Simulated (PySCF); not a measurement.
```xyz
12
charge 0, multiplicity 1
F    -2.5862    0.2079   -0.8222
C    -1.9009   -0.3155    0.2373
C    -0.4374   -0.0777    0.0640
C     0.2695    0.5394   -0.9233
C     1.6353    0.4611   -0.5492
C     1.6405   -0.1997    0.6390
Br    3.0400   -0.6946    1.7661
O     0.3957   -0.5342    1.0274
H    -2.1268   -1.3888    0.2764
H    -2.2784    0.1717    1.1454
H    -0.1331    0.9918   -1.8052
H     2.4829    0.8378   -1.0818
```

Work out the structure from the coordinates.

The molecule is C5H4BrFO. SMILES: `FCc1ccc(Br)o1`. Independent rings (smallest set): 1 of 5 members, 1 of them aromatic. Among its groups: C–F bond, C–Br bond. This geometry has Cs symmetry. Coordination: 1 C tetrahedral; 4 C trigonal planar; 1 O bent.

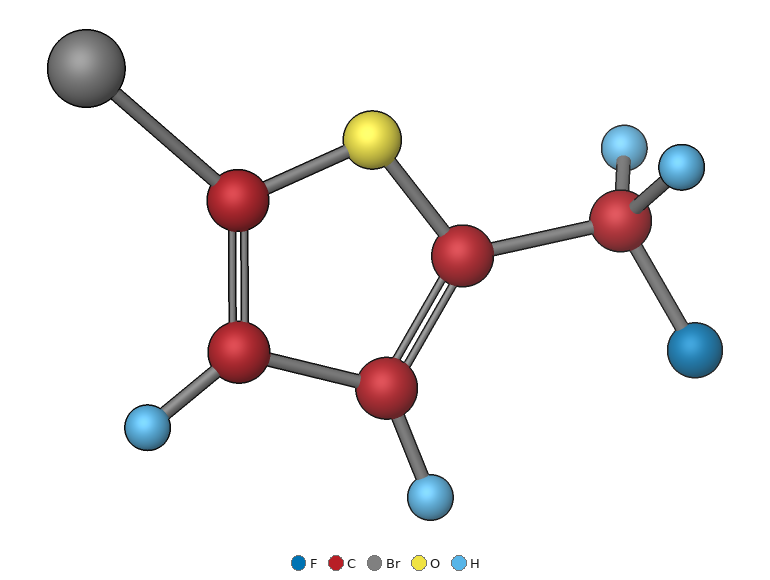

Figure made from data computed with PySCF.
